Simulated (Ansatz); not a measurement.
AsH₃OZn···HF

The calculation's input:

```
crystal:
  periodic: [false, false, false]
  atoms:
    - { symbol: Zn, position_ang: [0.294603, -0.676099, 0.935372] }
    - { symbol: F, position_ang: [-0.311937, 0.0056, -2.010192] }
    - { symbol: O, position_ang: [0.590696, -2.426698, 1.068576] }
    - { symbol: H, position_ang: [-0.38313, 0.766118, -1.512026] }
    - { symbol: As, position_ang: [-0.012894, 1.700423, 1.099971] }
    - { symbol: H, position_ang: [0.467109, -2.924481, 0.256701] }
    - { symbol: H, position_ang: [0.721861, 1.931761, -0.226511] }
    - { symbol: H, position_ang: [-1.366208, 1.623377, 0.388309] }
basis:
  gaussian: { orbitals: def2-SVP }
hamiltonian:
  xc: pbe0
relax:
  f_tol: 0.03
  max_steps: 50
output:
  orbitals: {}
```

Launched as:

```sh
ansatz run input.yaml --threads 2 --pin off --max-ram 3072MiB --backend cpu --events-out ev --progress --plain --runs-dir out
```

The fields are those of the run's last geometry, not of the input's.

Computed with Ansatz, RKS PBE0/def2-SVP.

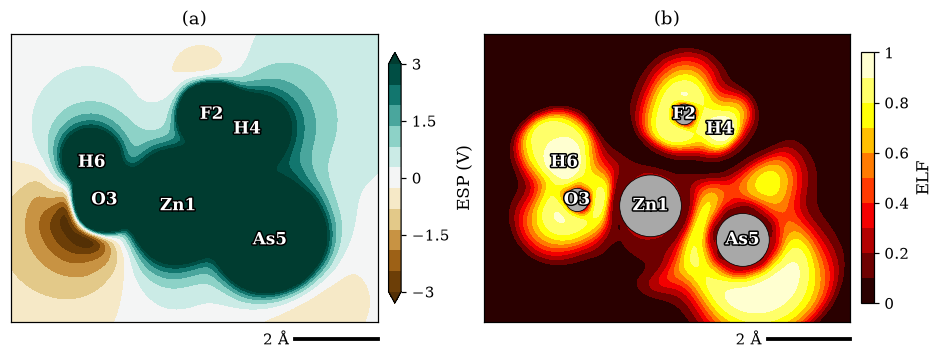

Figure 1. (a) molecular electrostatic potential; (b) electron localisation function on the plane of atoms Zn1, O3 and H6. Grey discs cover the atomic cores in the ELF map.

### Describe what can be read from this map.

Atoms in the plane: Zn, F, O, H and As. Zn1···F2 (2.37 Å): the ELF dips to about 0.05 between them. Zn–O (1.78 Å): the ELF peaks at about 0.85 in the valence shell of O, 0.6 Å from its nucleus, and is about 0.15 at the midpoint. Zn–As (2.39 Å): the ELF peaks at about 0.75 in the valence shell of As, 1.2 Å from its nucleus, and is about 0.70 at the midpoint. F–H (0.93 Å): the ELF climbs to about 1 towards the hydrogen, as it does in any bond to H: a covalent bond by its length. O–H (0.96 Å): the ELF climbs to about 1 towards the hydrogen: a covalent bond by its length. The ELF also peaks beside As5, O3 and F2, away from the bonds: lone-pair regions. Outside the dense part of the complex the potential is most negative (−3.3 V) near O3.

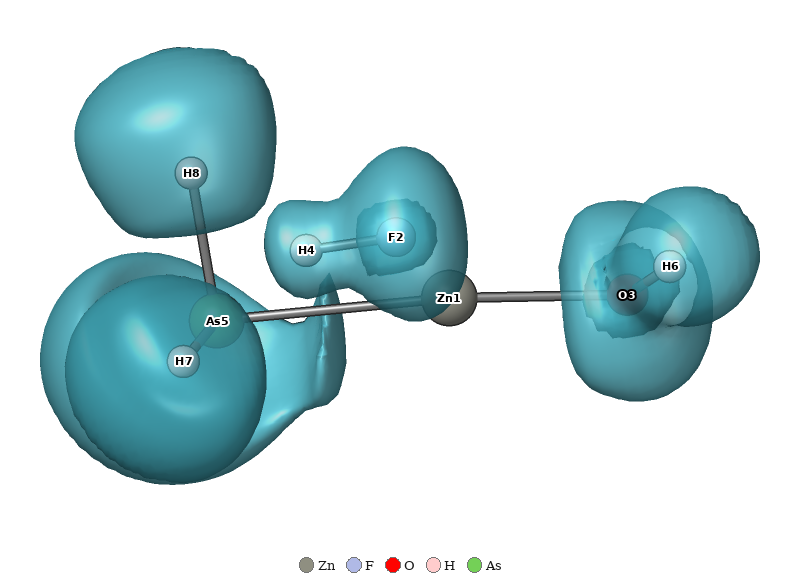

Figure 2. Isosurface of the electron localisation function at 0.75 (cyan), seen from one side. Core shells and regions of very low density are left out.

### Describe the localisation domains.

The ELF exceeds this value in two regions around hydrogen nuclei, one lobe on As, pointing away from the bonds (lone pairs), one joined region spread over several atoms (F, H), in which their bonds and any lone pairs are merged and one joined region spread over several atoms (H, O), in which their bonds and any lone pairs are merged.

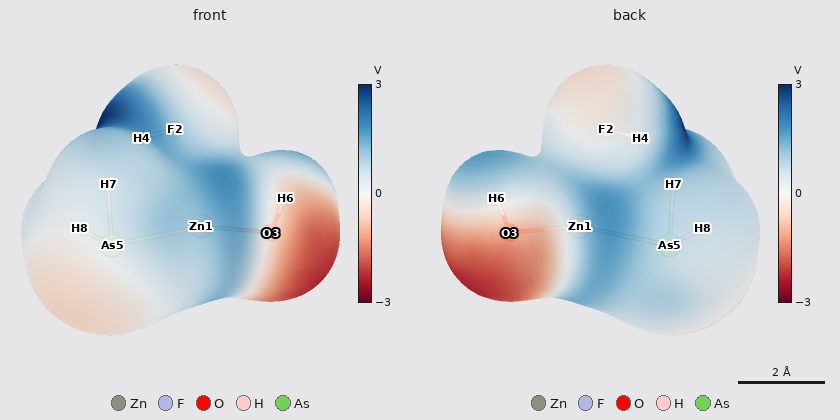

Figure 3. The electrostatic potential painted on the density surface at 0.002 e/bohr³, seen from the front and from behind; the colour scale runs from red (negative) to blue (positive).

### Where is the surface potential most negative and most positive?

The most negative region (about −2.3 V) lies over O3, the most positive (about +2.9 V) over H4. O3 is the likeliest acceptor of a hydrogen bond.
